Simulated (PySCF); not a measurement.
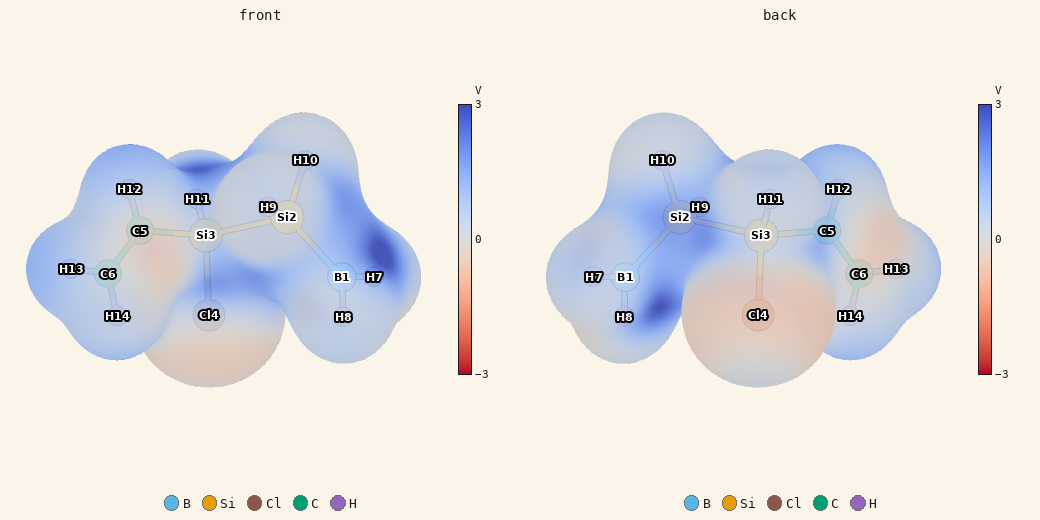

Figure. C₂H₈BClSi₂. The molecular electrostatic potential painted on the density surface at 0.004 e/bohr³, seen from the front and from behind; red is negative and blue positive.

Geometry: GFN2-xTB.

All numbers below come from PySCF 2.14.0, CAM-B3LYP/def2-SVPD, SCF density, gas phase.

Input file:

```
{"job": {"kind": "uv", "xc": "CAM-B3LYP", "basis": "def2-SVPD", "nstates": 8, "ntriplets": 3}, "charge": 0, "multiplicity": 1}
B     -2.872639    -0.086441    -0.502801
Si    -1.547310     0.712551     0.670392
Si     0.333416    -0.678444     0.841374
Cl     0.204587    -2.212267    -0.513150
C      1.935930     0.249659     0.489842
C      2.698069     0.090345    -0.582109
H     -3.658494    -0.853606    -0.096600
H     -2.889143     0.126679    -1.653702
H     -1.029724     2.039666     0.280450
H     -1.963765     0.942046     2.068357
H      0.512746    -1.358116     2.131740
H      2.222805     0.997834     1.218847
H      3.596785     0.664736    -0.749505
H      2.456060    -0.635115    -1.342222
```

Command:

```sh
OMP_NUM_THREADS=1 python probes_run.py task.json out
```

Question: Describe the electrostatic potential map.

Answer: The most negative region (about −0.5 V) lies over Cl4, C5 and C6, the most positive (about +2.8 V) over B1.

Question: How polar is the molecule by this calculation?

Answer: Its dipole moment is 1.45 D.
